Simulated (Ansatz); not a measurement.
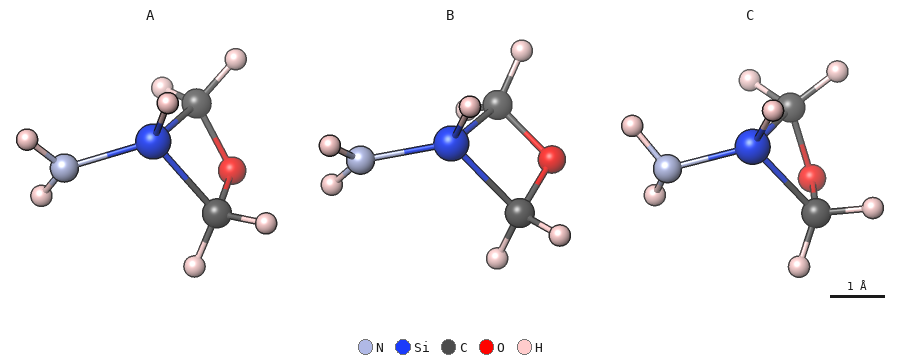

3 geometries from one relaxation of C₂H₇NOSi, in shuffled order. Style: ball-and-stick. Shown at a tilt.

The run prepares an end point of a later path (inversion) calculation, from a guessed geometry.

Computed with RKS PBE0-D4/def2-SVP (Ansatz 0.2.0). (no spin polarisation; force threshold 0.015 eV/Å; at most 40 steps)

### Order the frames from highest to lowest energy.

C, A, B. They are steps 0, 6, 13, at +72.3 kJ/mol, +3.35 kJ/mol relative to the last. The energy falls by 72.3 kJ/mol in 12 accepted moves (13 points after the start). Largest force component: 4 eV/Å at the start, 0.003 eV/Å at the end. The line search rejected the trial step at point 3 of the run. The O atom moves most after the best rigid fit: 0.95 Å. By element the largest moves are O 0.95 Å, H 0.84 Å, N 0.21 Å, C 0.21 Å, Si 0.18 Å. Some distances before and after: C–O 1.516 → 1.432 Å, N–Si 1.631 → 1.715 Å, C–H 1.047 → 1.109 Å, C–Si 1.850 → 1.905 Å. Among the angles between lasting bonds that change: Si–N–H 110.9° → 124.3°, H–N–H 102.6° → 112.8°, C–O–C 94.3° → 104.1°. The run took 35 s on 2 threads of AMD EPYC 7B13 (Zen 3), on a shared host, peak memory 0.27 GiB.
